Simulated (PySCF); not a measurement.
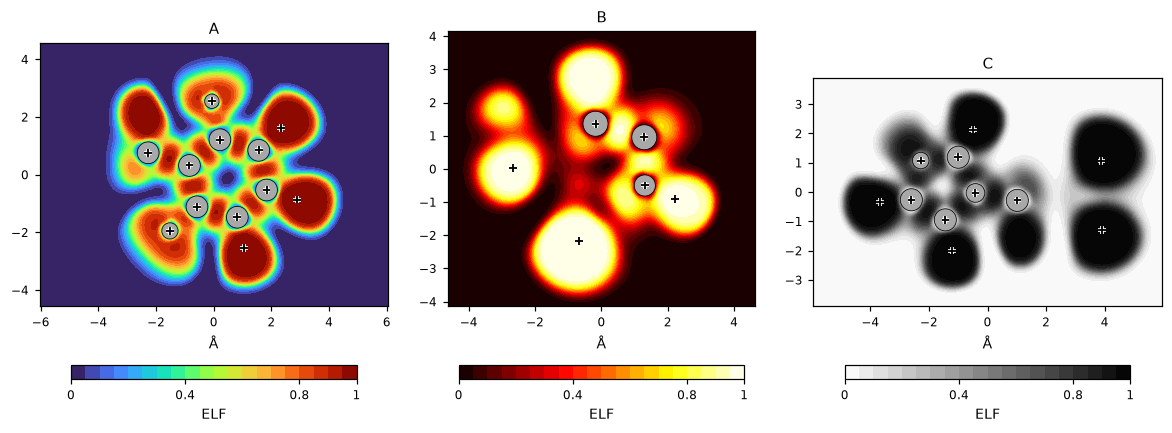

The electron localisation function of 3 systems, each on a plane through atoms (crosses mark nuclei in the plane; grey discs cover the cores).

Level of theory: PySCF 2.14.0, PBE0/pcSseg-1, SCF density, gas phase, non-relativistic.

System 1: C8H8FO (SMILES CCc1c([O-])cccc1F) (charge −1), the plane of atoms C3, C4 and O5. Geometry: PBE0-D3(BJ)/def2-SVP.

| atom | x (Å) | y (Å) | z (Å) |
| --- | --- | --- | --- |
| C | -2.6800 | 0.2605 | 0.5106 |
| C | -1.8265 | -0.5108 | -0.4943 |
| C | -0.3628 | -0.4402 | -0.1810 |
| C | 0.3167 | 0.8226 | -0.4396 |
| O | -0.2968 | 1.8108 | -0.9125 |
| C | 1.7242 | 0.8308 | -0.1138 |
| C | 2.3730 | -0.2740 | 0.4137 |
| C | 1.7002 | -1.4790 | 0.6609 |
| C | 0.3389 | -1.5056 | 0.3507 |
| F | -0.3278 | -2.6692 | 0.5875 |
| H | -3.7516 | 0.2448 | 0.2418 |
| H | -2.5751 | -0.1606 | 1.5240 |
| H | -2.3369 | 1.3056 | 0.5269 |
| H | -1.9752 | -0.0480 | -1.4858 |
| H | -2.1556 | -1.5612 | -0.5511 |
| H | 2.2618 | 1.7660 | -0.2990 |
| H | 3.4429 | -0.2081 | 0.6465 |
| H | 2.1878 | -2.3626 | 1.0758 |

System 2: C4H10FNSi, the plane of atoms C4, C5 and N6. Geometry: GFN2-xTB.

```yaml
atoms:
  - { symbol: C, position_ang: [1.5678, -1.3580, 0.4494] }
  - { symbol: C, position_ang: [0.5227, -0.5212, -0.2618] }
  - { symbol: F, position_ang: [0.4804, -0.9632, -1.5990] }
  - { symbol: C, position_ang: [-0.8781, -0.6994, 0.3185] }
  - { symbol: C, position_ang: [-1.7364, 0.4685, -0.1573] }
  - { symbol: N, position_ang: [-0.9052, 1.6548, -0.0378] }
  - { symbol: Si, position_ang: [0.7668, 1.3855, -0.3024] }
  - { symbol: H, position_ang: [2.5236, -1.2654, -0.0611] }
  - { symbol: H, position_ang: [1.2809, -2.4093, 0.4586] }
  - { symbol: H, position_ang: [1.6827, -1.0111, 1.4723] }
  - { symbol: H, position_ang: [-0.7991, -0.6690, 1.4055] }
  - { symbol: H, position_ang: [-1.3089, -1.6557, 0.0183] }
  - { symbol: H, position_ang: [-2.6320, 0.5790, 0.4618] }
  - { symbol: H, position_ang: [-2.0543, 0.3015, -1.1946] }
  - { symbol: H, position_ang: [-1.3869, 2.5194, -0.2186] }
  - { symbol: H, position_ang: [1.5353, 1.8913, 0.8350] }
  - { symbol: H, position_ang: [1.3336, 1.7644, -1.5968] }
```

System 3: C5H10NOSi (SMILES [SiH3]CC[n+]1ccoc1) (charge +1), the plane of atoms N4, C8 and H18. Geometry: GFN2-xTB, MD frame at 250 fs, 400 K.

```xyz
18

Si   -3.0174    0.0032    0.9385
C    -1.4072   -0.8034    0.3206
C    -0.2820    0.2045    0.6355
N     0.9728   -0.2534    0.0600
C     2.0733   -0.7703    0.7117
C     3.0475   -0.9386   -0.2048
O     2.5672   -0.4493   -1.4092
C     1.3066   -0.1975   -1.2508
H    -3.2223    1.1953   -0.0408
H    -3.9943   -1.1409    1.0396
H    -2.8837    0.5980    2.2150
H    -1.3005   -1.7565    0.8146
H    -1.3254   -1.1654   -0.7471
H    -0.1327    0.2509    1.7090
H    -0.6123    1.2185    0.2770
H     2.0460   -0.8637    1.7812
H     4.1090   -1.0905   -0.3373
H     0.6717    0.1225   -2.0492
```

Which map belongs to which system?

Panel A is system 1, C8H8FO: the plane holds C, O, F and H. C–O (1.26 Å): the ELF peaks at about 0.85 between the atoms: a polar covalent bond. Panel B is system 2, C4H10FNSi: the plane holds C, N and H. C–N (1.45 Å): the ELF peaks at about 0.90 between the atoms; localised, covalent bonding. Panel C is system 3, C5H10NOSi: the plane holds C, N, O and H. C–O (1.30 Å): the ELF peaks at about 0.90 between the atoms; a polar covalent bond.
